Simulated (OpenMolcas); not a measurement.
## Energy and gradient calculation of AlHClO (part 3 of 3)

The same run, continued: AlHClO, multiplicity 2, SMILES [O][AlH][Cl]; HF/STO-3G, UHF (OpenMolcas 26.06). The geometry comes from this level: PBE0-D4/def2-TZVP.

Geometry of the input (Å):
```
O  0.2906  -1.0359  1.3506
Al 0.1184  0.0490  0.0156
Cl -1.5732  -0.2106  -1.1688
H  1.2197  1.1373  -0.2178
```

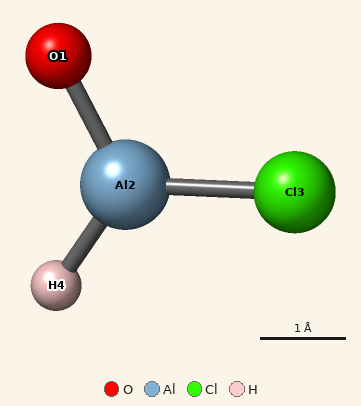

*The structure as given in the input (ball-and-stick view, seen at a tilt; atoms are numbered from 1 in the order of the input). Sticks mark near contacts.*

The program's output, continued
```
      Charge (e):
                      =   -0.0000
      Dipole Moment (debye):
      Origin of the operator (angstrom)=   -0.5819   -0.2719   -0.2415
                   X=  2.1793E+00               Y=  1.0394E+00               Z=  7.5534E-01           Total=  2.5299E+00
      Quadrupole Moment (debye*angstrom):
      Origin of the operator (angstrom)=   -0.5819   -0.2719   -0.2415
                  XX= -2.8924E+01              XY= -6.7124E-01              XZ= -4.0859E+00              YY= -2.6864E+01
                  YZ=  3.2345E+00              ZZ= -3.0452E+01
      In traceless form (debye*angstrom)
                  XX= -2.6606E-01              XY= -1.0069E+00              XZ= -6.1288E+00              YY=  2.8236E+00
                  YZ=  4.8517E+00              ZZ= -2.5576E+00
--

--- Stop Module: scf /rc=_RC_ALL_IS_WELL_ ---

--- Start Module: alaska ---

                                              &ALASKA

                       available to each process: 1.9 GB of memory, 1 thread

                     Threshold for contributions to the gradient: 1.000E-07

                    ********************************************
                    * Symmetry Adapted Cartesian Displacements *
                    ********************************************

           Irreducible representation : a
           Basis function(s) of irrep: x, y, xy, Rz, z, xz, Ry, yz, Rx, I

 Basis Label        Type   Center Phase
   1   O1           x         1     1
   2   O1           y         1     1
   3   O1           z         1     1
   4   AL2          x         2     1
   5   AL2          y         2     1
   6   AL2          z         2     1
   7   CL3          x         3     1
   8   CL3          y         3     1
   9   CL3          z         3     1
  10   H4           x         4     1
  11   H4           y         4     1
  12   H4           z         4     1

                     No automatic utilization of translational and rotational invariance of the energy is employed.

 Conventional ERI gradients!

 **************************************************
 *              Molecular gradients               *
 **************************************************

  Irreducible representation: a
 ------------------------------------------------------------------------------------------
                              X                       Y                       Z
 ------------------------------------------------------------------------------------------
  O1                3.93824586587632E-03   -8.74070701439855E-03    1.29706786093529E-02
  AL2              -3.26863971945066E-02   -1.93388228040208E-02   -7.24012469812985E-03
  CL3              -4.80437206201323E-03   -1.45762338823729E-03   -2.57589542401249E-03
  H4                3.35525233906671E-02    2.95371532066673E-02   -3.15465848721053E-03
 ------------------------------------------------------------------------------------------

--- Stop Module: alaska /rc=_RC_ALL_IS_WELL_ ---

.##################.
.# Happy landing! #.
.##################.

    Timing: Wall=1.81 User=1.38 System=0.41
```

Key numbers

| quantity | value |
| --- | --- |
| outcome | converged |
| total energy | −768.114833 hartree |
| basis functions | 24 |
| largest force | 2.304 eV/Å |
| ⟨S²⟩ | 0.757 |
| dipole moment | 2.53 debye |
| wall time | 2 s |
| peak memory | 0.37 GiB |
